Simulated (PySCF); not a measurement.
# CCSD(T)/STO-6G run of [GeH5]− (SMILES [H][Ge-]([H])([H])([H])[H])

What is the vertical ionisation energy of [GeH5]− at CCSD(T)/STO-6G? Input form: a Python script.

The results are computed with PySCF 2.14.0.

5 further runs of the same task are left out: 5 set aside as unsound or not needed.

**1. The molecule**

The species is [GeH5]− (6 atoms), meant as a singlet with charge -1. As SMILES, `[H][Ge-]([H])([H])([H])[H]`. The shape comes from GFN2-xTB, which is rough for such elements, and wasn't checked as a minimum.

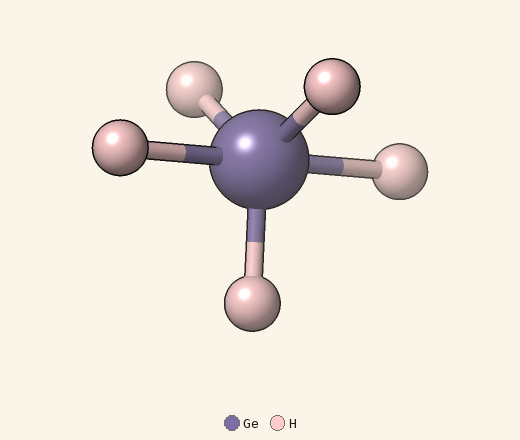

Viewed from a chosen angle; germanium purple, hydrogen pink.

**2. The energy at CCSD(T)/STO-6G**

Contents of job.py:

```python
# [GeH5]-
from pyscf import gto, scf, cc

molecule = gto.Mole()
molecule.atom = [
    ('Ge', (0.000170, -0.001050, 0.006590)),
    ('H', (-0.023480, -0.005740, 1.768690)),
    ('H', (0.022000, 0.009450, -1.774870)),
    ('H', (1.514900, 0.010990, 0.015670)),
    ('H', (-0.767040, 1.304120, 0.000050)),
    ('H', (-0.746540, -1.317780, -0.016130)),
]
molecule.basis = 'sto-6g'
molecule.spin = 0
molecule.verbose = 3
molecule.max_memory = 1860
molecule.charge = -1
molecule.build()

mf = scf.RHF(molecule)
mf.conv_tol = 1e-10
mf.kernel()
if not mf.converged:
    mf = mf.newton().run(mf.mo_coeff, mf.mo_occ)

mycc = cc.CCSD(mf, frozen=9)
mycc.kernel()
e_t = mycc.ccsd_t()
energy = mycc.e_tot + e_t
print('Final energy', energy)
```

Started as:

```
$ OMP_NUM_THREADS=1 python job.py
```

The log of the run:

```text
converged SCF energy = -2066.91591662407
E(CCSD) = -2066.989385501744  E_corr = -0.07346887767497935
CCSD(T) correction = -0.000792897505915107
Final energy -2066.9901783992505
```

It took 1.2 s on 1 thread of Arm Neoverse V1, shared host; peak memory 0.1 GiB.

**3. Doublet neutral GeH5**

Contents of calc.py:

```python
from pyscf import gto, cc

mol = gto.M(
    atom='''
Ge     0.000321    -0.001984     0.012453
H     -0.044371    -0.010847     3.342340
H      0.041574     0.017858    -3.354018
H      2.862746     0.020768     0.029612
H     -1.449496     2.464430     0.000094
H     -1.410756    -2.490243    -0.030481
''',
    unit='bohr',
    basis='sto-6g',
    spin=1,
    charge=0,
    verbose=3,
    max_memory=1860,
)

myscf = mol.UHF()
myscf.conv_tol = 1e-10
myscf.kernel()
if not myscf.converged:
    myscf = myscf.newton().run(myscf.mo_coeff, myscf.mo_occ)

mycc = cc.CCSD(myscf, frozen=9)
mycc.kernel()
e_t = mycc.ccsd_t()
energy = mycc.e_tot + e_t
print('E = %.10f Eh' % energy)
```

Started as:

```
$ OMP_NUM_THREADS=1 python calc.py
```

The log of the run:

```text
converged SCF energy = -2067.03086052444  <S^2> = 0.85424267  2S+1 = 2.101659
E(UCCSD) = -2067.11159773312  E_corr = -0.08073720867544872
UCCSD(T) correction = -0.0010816696782562
E = -2067.1126794028 Eh
```

It took 1.4 s on 1 thread of Arm Neoverse V1, shared host; peak memory 0.12 GiB.

**4. Summary of results**

At CCSD(T)/STO-6G, 9 core orbitals frozen:

| quantity | value |
| --- | --- |
| singlet [GeH5]−: total energy | -2066.99018 Eh |
| singlet [GeH5]−: HOMO energy (Hartree–Fock orbitals) | 2.33 eV |
| singlet [GeH5]−: LUMO energy (Hartree–Fock orbitals) | 21.57 eV |
| singlet [GeH5]−: HOMO–LUMO gap (to an unbound level, set by the basis) | 19.25 eV |
| singlet [GeH5]−: correlation energy (9 core orbitals frozen) | -74.3 mEh |
| singlet [GeH5]−: (T) correction | -0.79 mEh |
| singlet [GeH5]−: T1 diagnostic | 0.006 |
| doublet neutral GeH5: total energy | -2067.11268 Eh |
| doublet neutral GeH5: dipole moment (Hartree–Fock density) | 0.11 D |
| doublet neutral GeH5: HOMO energy (Hartree–Fock orbitals) (highest over α and β) | -8.73 eV |
| doublet neutral GeH5: LUMO energy (Hartree–Fock orbitals) (lowest over α and β) | 3.85 eV |
| doublet neutral GeH5: correlation energy (9 core orbitals frozen) | -81.8 mEh |
| doublet neutral GeH5: (T) correction | -1.08 mEh |
| doublet neutral GeH5: ⟨S²⟩ of the reference determinant | 0.854 |
| doublet neutral GeH5: T1 diagnostic | 0.014 |
| vertical detachment energy (to the doublet neutral) | -3.333 eV |

What this shows: The species is unbound against losing an electron at this level, by 3.33 eV (−77 kcal/mol); missing correlation or diffuse functions can give that sign where the real anion is bound. In a minimal basis such a difference can be off by several eV, whatever the method. The triples (singlet [GeH5]−) make up 1.1 % of the correlation energy. The HOMO (singlet [GeH5]−) lies at positive energy, 2.33 eV: the electron is unbound at this level or held by a compact basis; values depend on the basis. ⟨S²⟩ (doublet neutral GeH5) is 0.85 where a pure doublet has 0.75: the reference is spin-contaminated. Mulliken charges (doublet neutral GeH5) of the mean-field density run from -0.11 on H6 to +0.47 on Ge1; they depend strongly on the basis.
